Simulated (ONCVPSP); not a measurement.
**Os: pseudopotential generation**

System: osmium (Os, Z = 76), core [Kr] 4d10, reference valence 4f14 5s2 5p6 5d6 6s2, valence charge 30.
Method: ONCV potential, PBE, scalar-relativistic, made with ONCVPSP 4.0.1.

### Summary

- outcome: generated, with a ghost state
- cutoffs needed: 1085 Ha and 1420 Ha (the cutoffs at which the residual kinetic energy of the hardest occupied pseudo-wave falls to 1 and 0.1 mHa per electron)
- ghost test: GHOST(-) flagged for s at -1525.1 eV, p at -632.9 eV, d at -268.8 eV; GHOST(+) flagged for s at 23.7 eV
- largest excitation error: -381 meV (all-electron minus pseudo) for 4f14 5s1 5p6 5d6 6s2, out of 4 test configurations
- range over which the phases arctan(r R′/R) at the test radius agree within 0.05 rad (a looser test near the poles than one of phase shifts): s: up to about 0.8 Ha; p: over the whole range computed; d: up to about 4.4 Ha; f: over the whole range computed
- hardware: 1 CPU thread, shared host
- wall time: 5.8 s

### Remarks

The potential has a bound ghost state, so it can't be used as it stands. An excitation error of 381 meV in its own tests makes this a poorly transferable potential. Warnings of the program, in the generation or the tests: wellstate: negative energy specified for n= 6 l= 1.

### The input
```
# ATOM AND REFERENCE CONFIGURATION
# atsym  z   nc   nv     iexc    psfile
  Os 76.00    9    5        4      upf
#
#   n    l    f
    1    0    2.00
    2    0    2.00
    2    1    6.00
    3    0    2.00
    3    1    6.00
    3    2   10.00
    4    0    2.00
    4    1    6.00
    4    2   10.00
    4    3   14.00
    5    0    2.00
    5    1    6.00
    5    2    6.00
    6    0    2.00
#
# PSEUDOPOTENTIAL AND OPTIMIZATION
# lmax
    3
#
#   l,   rc,      ep,       ncon, nbas, qcut
    0    1.45    0.00    3    6    6.40
    1    1.70    0.00    4    8    7.70
    2    2.55    0.00    3    8    5.20
    3    0.50    0.00    4    8   23.10
#
# LOCAL POTENTIAL
# lloc, lpopt,  rc(5),   dvloc0
    4    5    0.45    3.00
#
# VANDERBILT-KLEINMAN-BYLANDER PROJECTORs
# l, nproj, debl
    0    2    2.30
    1    3    0.90
    2    2    1.60
    3    1    1.00
#
# MODEL CORE CHARGE
# icmod, fcfact, rcfact
    0    0.00    0.00
#
# LOG DERIVATIVE ANALYSIS
# epsh1, epsh2, depsh
   -5.00    5.00    0.04
#
# OUTPUT GRID
# rlmax, drl
    6.00    0.01
#
# TEST CONFIGURATIONS
# ncnf
    4
# nvcnf
#   n    l    f
    5
    4    3   14.00
    5    0    2.00
    5    1    6.00
    5    2    6.00
    6    0    1.00
#
    5
    4    3   14.00
    5    0    2.00
    5    1    6.00
    5    2    6.00
    6    0    0.00
#
    5
    4    3   14.00
    5    0    2.00
    5    1    6.00
    5    2    5.00
    6    0    0.00
#
    5
    4    3   14.00
    5    0    1.00
    5    1    6.00
    5    2    6.00
    6    0    2.00
#
```

Launched with:
```bash
oncvpsp.x < Os.dat > Os.out
```

### The program's output (extracts)
```
ONCVPSP  (Optimized Norm-Conservinng Vanderbilt PSeudopotential)
scalar-relativistic version 4.0.1

#   n    l    f        energy (Ha)
    1    0    2.00    -2.7150734E+03
    2    0    2.00    -4.7284937E+02
    2    1    6.00    -4.1167993E+02
    3    0    2.00    -1.1003926E+02
    3    1    6.00    -9.2081844E+01
    3    2   10.00    -7.2038625E+01
    4    0    2.00    -2.3222497E+01
    4    1    6.00    -1.7333919E+01
    4    2   10.00    -1.0027450E+01
    4    3   14.00    -1.9101812E+00
    5    0    2.00    -3.3644808E+00
    5    1    6.00    -1.8683286E+00
    5    2    6.00    -2.2987448E-01
    6    0    2.00    -2.2589415E-01

Reference configufation results
  iterations    27
  all-electron total energy (Ha)   -1.72538533D+04

Begin loop to  construct optimized pseudo wave functions
and semi-local pseudopoentials for all angular momenta

Calculating optimized projector #   1

 for l=   0

    Fraction of norm inside rc  0.904505
    Optimizing pswf for qcut=   6.40 a_B^-1,  ecut=  20.49 Ha
    Residual kinetic energy error=  4.48D-04 Ha

    Energy error per electron        Cutoff
         Ha          eV             Ha
         0.01000     0.27211       14.41
         0.00100     0.02721       18.89
         0.00010     0.00272       46.74
         0.00001     0.00027       99.44

Calculating optimized projector #   2

 for l=   0

    Fraction of norm inside rc  0.046588
    Optimizing pswf for qcut=   6.40 a_B^-1,  ecut=  20.49 Ha
    Residual kinetic energy error=  2.72D-04 Ha

    Energy error per electron        Cutoff
         Ha          eV             Ha
         0.01000     0.27211       11.76
         0.00100     0.02721       17.85
         0.00010     0.00272       29.02
         0.00001     0.00027       56.52

WARNING wellstate: negative energy specified for n= 6 l=  1
WARNING scattering state with energy  0.25000000
WARNING will be used for the first projector

   Wellstate for l =  1  n =  6
     eigenvalue =   0.2500
     asymptotic potential =   0.7500
     half-point radius =  3.4338

   Wellstate for l =  1  n =  7
     eigenvalue =   1.1500
     asymptotic potential =   1.6500
     half-point radius =  4.2583

Calculating optimized projector #   1

 for l=   1

    Fraction of norm inside rc  0.901041
    Optimizing pswf for qcut=   7.70 a_B^-1,  ecut=  29.67 Ha
    Residual kinetic energy error=  2.99D-06 Ha

    Energy error per electron        Cutoff
         Ha          eV             Ha
         0.01000     0.27211        9.64
         0.00100     0.02721       16.75
         0.00010     0.00272       23.59
         0.00001     0.00027       27.46

Calculating optimized projector #   2

 for l=   1

    Fraction of norm inside rc  0.083200
    Optimizing pswf for qcut=   7.70 a_B^-1,  ecut=  29.67 Ha
    Residual kinetic energy error=  5.80D-06 Ha

    Energy error per electron        Cutoff
         Ha          eV             Ha
         0.01000     0.27211        8.55
         0.00100     0.02721       14.54
         0.00010     0.00272       24.00
         0.00001     0.00027       28.71

Calculating optimized projector #   3

 for l=   1

    Fraction of norm inside rc  0.068608
    Optimizing pswf for qcut=   7.70 a_B^-1,  ecut=  29.67 Ha
    Residual kinetic energy error=  9.29D-06 Ha

    Energy error per electron        Cutoff
         Ha          eV             Ha
         0.01000     0.27211        8.76
         0.00100     0.02721       17.11
         0.00010     0.00272       25.06
         0.00001     0.00027       29.81

   Wellstate for l =  2  n =  7
     eigenvalue =   1.3701
     asymptotic potential =   1.8701
     half-point radius =  4.8696

Calculating optimized projector #   1

 for l=   2

    Fraction of norm inside rc  0.843226
    Optimizing pswf for qcut=   5.19 a_B^-1,  ecut=  13.49 Ha
    Residual kinetic energy error=  1.80D-05 Ha

    Energy error per electron        Cutoff
         Ha          eV             Ha
         0.01000     0.27211        8.77
         0.00100     0.02721       10.69
         0.00010     0.00272       12.29
         0.00001     0.00027       17.42

Calculating optimized projector #   2

 for l=   2

    Fraction of norm inside rc  0.198922
    Optimizing pswf for qcut=   5.19 a_B^-1,  ecut=  13.49 Ha
    Residual kinetic energy error=  1.17D-04 Ha

    Energy error per electron        Cutoff
         Ha          eV             Ha
         0.01000     0.27211        9.54
         0.00100     0.02721       11.67
         0.00010     0.00272       14.46
         0.00001     0.00027       43.70

Calculating optimized projector #   1

 for l=   3

    Fraction of norm inside rc  0.497474
    Optimizing pswf for qcut=  23.08 a_B^-1,  ecut= 266.34 Ha
    Residual kinetic energy error=  6.64D-02 Ha

    Energy error per electron        Cutoff
         Ha          eV             Ha
         0.01000     0.27211      834.69
         0.00100     0.02721     1084.63
         0.00010     0.00272     1419.96

Construct Vanderbilt / Kleinmman-Bylander projectors

B matrix Hermiticity error, ll=   0
   1   2    4.8841E-04

  Orthonormal projector coefficients  5.0856E+01  2.5546E+00

B matrix Hermiticity error, ll=   1
   1   2    3.2562E-04
   1   3   -4.0541E-04
   2   3    5.3568E-05

  Orthonormal projector coefficients  3.9761E+01  4.7643E+00  7.8143E-01

B matrix Hermiticity error, ll=   2
   1   2   -1.4078E-04

  Orthonormal projector coefficients  1.3795E+01 -9.5977E-01

Pseudoatom total energy -444.335543

Diagnostic tests using Vanderbilt-Kleinman-Bylander pseudopotentials
  1 or more projectors used as specified by nproj input data

   l    rcore       rmatch      e in        delta e   norm test  slope test

   0   1.4527897   1.4968995  -3.3644808   0.0000749   1.0002291   1.0002475
   0   1.4527897   1.4968995  -0.2258941   0.0000064   1.0000683   1.0000733

   1   1.7074509   1.7592928  -1.8683286  -0.0000007   1.0001852   1.0001912
   1   1.7074509   1.7592928   0.2500000   0.0000211   1.0003642   1.0003642
   1   1.7074509   1.7592928   1.1500000   0.0000429   1.0003498   1.0003498

   2   2.5645485   2.6424138  -0.2298745  -0.0000284   1.0000273   0.9999693
   2   2.5645485   2.6424138   1.3701255  -0.0000629   1.0001306   1.0001306

   3   0.5009129   0.5161217  -1.9101812   0.0022010   1.0001399   0.9996194

 Testing for bound ghosts
   n   l    E NL Schr. Eq   E Basis Diag.   E Cutoff

       0                      -56.046253     60.75  WARNING - GHOST(-)
   1   0       -3.364406       -3.364400     60.75
   2   0       -0.225888       -0.129278     60.75

       1                      -23.258276    136.05  WARNING - GHOST(-)
   2   1       -1.868329       -1.868323    136.05

       2                       -9.879078     52.50  WARNING - GHOST(-)
   3   2       -0.229903       -0.229730     52.50

   4   3       -1.907980       -1.829599   1176.87

 Testing for highly-localized positive-energy ghosts
       l    <radius>/rc     E Basis Diag.   E Cutoff

       0        0.283895        0.870901     60.75  WARNING - GHOST(+)

Test configuration 0

   n   l     f        eae           eps        diff
   1   0  2.0000-2715.07338289
   2   0  2.0000 -472.84936549
   2   1  6.0000 -411.67992553
   3   0  2.0000 -110.03926245
   3   1  6.0000  -92.08184394
   3   2 10.0000  -72.03862519
   4   0  2.0000  -23.22249729
   4   1  6.0000  -17.33391857
   4   2 10.0000  -10.02745036
   4   3 14.0000   -1.91018119   -1.90798020    2.20D-03
   5   0  2.0000   -3.36448080   -3.36440593    7.49D-05
   5   1  6.0000   -1.86832863   -1.86832931   -6.80D-07
   5   2  6.0000   -0.22987448   -0.22990283   -2.84D-05
   6   0  2.0000   -0.22589415   -0.22588776    6.39D-06

    Total energies and differences
      AE_ref= -1.72538533D+04  AE_tst= -1.72538533D+04  dif=  0.00D+00
      PS_ref= -4.44335543D+02  PS_tst= -4.44335543D+02  dif=  2.84D-12
      PSP excitation error= -2.84D-12

Test configuration 1

   n   l     f        eae           eps        diff
   1   0  2.0000-2715.37036965
   2   0  2.0000 -473.14411200
   2   1  6.0000 -411.97472877
   3   0  2.0000 -110.33436812
   3   1  6.0000  -92.37695357
   3   2 10.0000  -72.33356469
   4   0  2.0000  -23.51781572
   4   1  6.0000  -17.62919982
   4   2 10.0000  -10.32261326
   4   3 14.0000   -2.20533468   -2.20845790   -3.12D-03
   5   0  2.0000   -3.66027807   -3.66243876   -2.16D-03
   5   1  6.0000   -2.16520566   -2.16640999   -1.20D-03
   5   2  6.0000   -0.51959560   -0.52018544   -5.90D-04
   6   0  1.0000   -0.48294298   -0.48303724   -9.43D-05

    Total energies and differences
      AE_ref= -1.72538533D+04  AE_tst= -1.72535014D+04  dif=  3.52D-01
      PS_ref= -4.44335543D+02  PS_tst= -4.43983448D+02  dif=  3.52D-01
      PSP excitation error= -1.37D-04

Test configuration 2

   n   l     f        eae           eps        diff
   1   0  2.0000-2715.70820885
   2   0  2.0000 -473.47894437
   2   1  6.0000 -412.30964734
   3   0  2.0000 -110.66934890
   3   1  6.0000  -92.71194032
   3   2 10.0000  -72.66837248
   4   0  2.0000  -23.85293710
   4   1  6.0000  -17.96426499
   4   2 10.0000  -10.65750964
   4   3 14.0000   -2.54008427   -2.55056324   -1.05D-02
   5   0  2.0000   -3.99490762   -4.00045647   -5.55D-03
   5   1  6.0000   -2.50006319   -2.50334375   -3.28D-03
   5   2  6.0000   -0.84242710   -0.84399419   -1.57D-03

    Total energies and differences
      AE_ref= -1.72538533D+04  AE_tst= -1.72528797D+04  dif=  9.74D-01
      PS_ref= -4.44335543D+02  PS_tst= -4.43361206D+02  dif=  9.74D-01
      PSP excitation error= -7.71D-04

Test configuration 3

   n   l     f        eae           eps        diff
   1   0  2.0000-2716.21560750
   2   0  2.0000 -473.98818263
   2   1  6.0000 -412.81890238
   3   0  2.0000 -111.17600786
   3   1  6.0000  -93.21860051
   3   2 10.0000  -73.17551167
   4   0  2.0000  -24.35850478
   4   1  6.0000  -18.46982775
   4   2 10.0000  -11.16310435
   4   3 14.0000   -3.04472012   -3.04517130   -4.51D-04
   5   0  2.0000   -4.49186805   -4.49231277   -4.45D-04
   5   1  6.0000   -2.98701657   -2.98701075    5.82D-06
   5   2  5.0000   -1.28566109   -1.28302331    2.64D-03

    Total energies and differences
      AE_ref= -1.72538533D+04  AE_tst= -1.72518196D+04  dif=  2.03D+00
      PS_ref= -4.44335543D+02  PS_tst= -4.42301105D+02  dif=  2.03D+00
      PSP excitation error= -7.68D-04

Test configuration 4

   n   l     f        eae           eps        diff
   1   0  2.0000-2715.67624985
   2   0  2.0000 -473.42906179
   2   1  6.0000 -412.26074007
   3   0  2.0000 -110.60992176
   3   1  6.0000  -92.65262902
   3   2 10.0000  -72.60940251
   4   0  2.0000  -23.79391674
   4   1  6.0000  -17.90527180
   4   2 10.0000  -10.59726429
   4   3 14.0000   -2.47208804   -2.51079914   -3.87D-02
   5   0  1.0000   -3.87456435   -3.89708178   -2.25D-02
   5   1  6.0000   -2.35273785   -2.36748361   -1.47D-02
   5   2  6.0000   -0.64029499   -0.63535762    4.94D-03
   6   0  2.0000   -0.53047028   -0.53261140   -2.14D-03

    Total energies and differences
      AE_ref= -1.72538533D+04  AE_tst= -1.72502435D+04  dif=  3.61D+00
      PS_ref= -4.44335543D+02  PS_tst= -4.40711799D+02  dif=  3.62D+00
      PSP excitation error= -1.40D-02
```

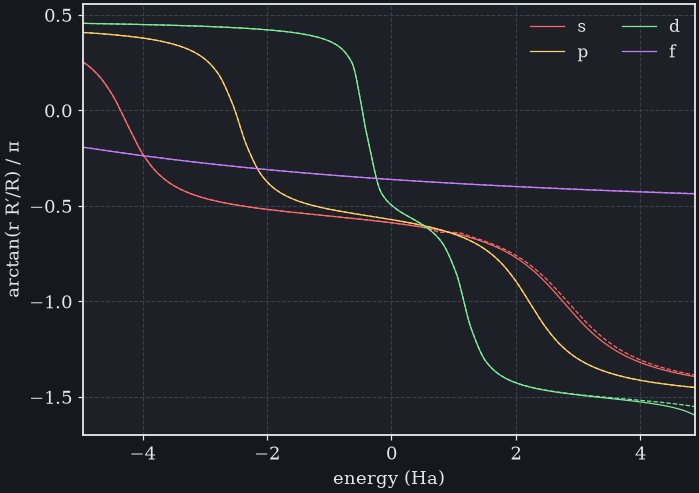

Figure 1. Unwrapped phase arctan(r R′/R) in units of π against energy, all-electron (solid) and pseudo (dashed); the pseudo phase is matched to the all-electron one at the reference energy. Here R(r) is the radial function.

- Range over which the phases agree within 0.05 rad: s: up to about 0.8 Ha; p: over the whole range drawn; d: up to about 4.4 Ha; f: over the whole range drawn.
- Poles, where the radial function vanishes at the test radius: s: all-electron at -2.4 Ha, pseudo at -2.4 Ha; p: all-electron at -1.2 Ha, pseudo at -1.2 Ha; d: all-electron at 0.0 and 3.3 Ha, pseudo at 0.0 and 3.4 Ha; f: all-electron at no energy in the range, pseudo at no energy in the range.
- Ghost states: the plot shows none: the two phases stay within 0.15 rad of each other in all channels drawn. The separate test gives: GHOST(-) flagged for s at -1525.1 eV, p at -632.9 eV, d at -268.8 eV; GHOST(+) flagged for s at 23.7 eV. The bound ghosts lie below the range of the plot.

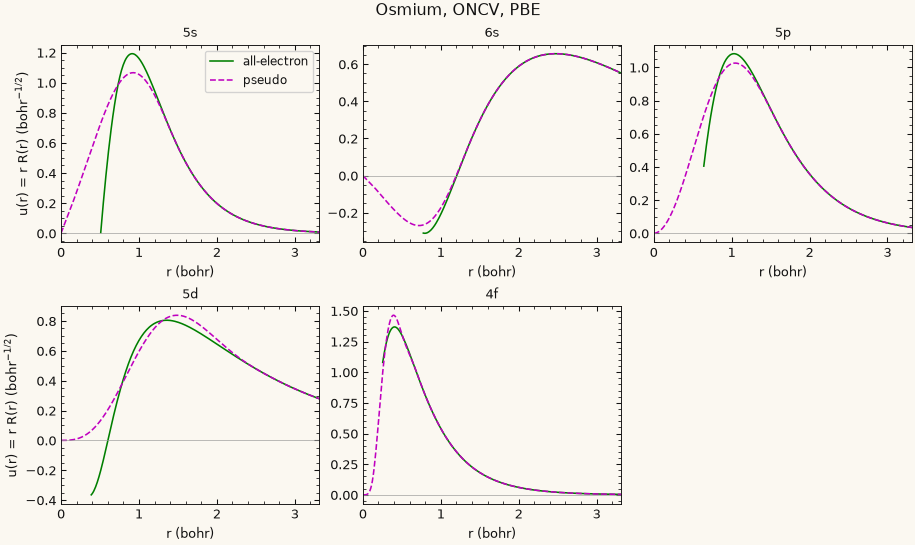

Figure 2. Partial waves u(r) = r R(r), all-electron (solid) and pseudo (dashed). The innermost oscillations of some all-electron curves aren't drawn. Reference configuration 4f14 5s2 5p6 5d6 6s2.

- Matching radii: 5s at 1.45 bohr; 6s at 1.45 bohr; 5p at 1.70 bohr; 5d at 2.55 bohr; 4f at 0.50 bohr. The curves merge smoothly, so the plot gives these only roughly.
- Nodes of the pseudo-waves: 5s has no node; 6s has a node at about 1.2 bohr; 5p has no node; 5d has no node; 4f has no node. A node in 6s is expected, since a lower shell of the same l is also in the valence and the two must stay orthogonal.
- Cutoffs needed: 1085 Ha (loose) and 1420 Ha (tight), as the cutoffs at which the residual kinetic energy of the hardest occupied pseudo-wave falls to 1 and 0.1 mHa per electron. The potential isn't sound: its ghost test gives GHOST(-) flagged for s at -1525.1 eV, p at -632.9 eV, d at -268.8 eV; GHOST(+) flagged for s at 23.7 eV.

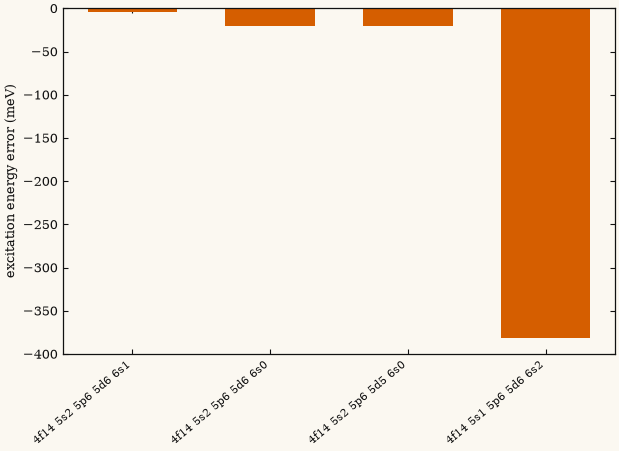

Figure 3. Errors, all-electron minus pseudo, of the energies of valence configurations relative to the unpolarised reference 4f14 5s2 5p6 5d6 6s2.

- Worst configuration: 4f14 5s1 5p6 5d6 6s2 (charge +1): the error is -381 meV on an all-electron energy of +98.23 eV relative to the reference, or 0.39 %.
- Errors in meV: 4f14 5s2 5p6 5d6 6s1: -3.7; 4f14 5s2 5p6 5d6 6s0: -21; 4f14 5s2 5p6 5d5 6s0: -21; 4f14 5s1 5p6 5d6 6s2: -381.
- Configurations within 10 meV and within 50 meV: 1 and 3 of 4.
